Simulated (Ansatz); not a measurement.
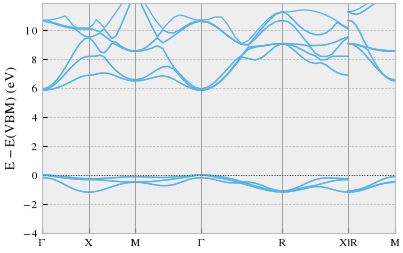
*Band structure from plane-wave PAW r²SCAN with spin–orbit coupling (Ansatz code)*

Q: Read off the gap and where the band edges lie.

A: About 5.9 eV (5.85 eV by a search for the band edges); maximum at Γ, minimum at Γ.

The material is CsCl (CsCl type, Pm-3m).

The r²SCAN relaxation kept the symmetry of its start.

Potentials: the earlier of the program's two PAW sets.
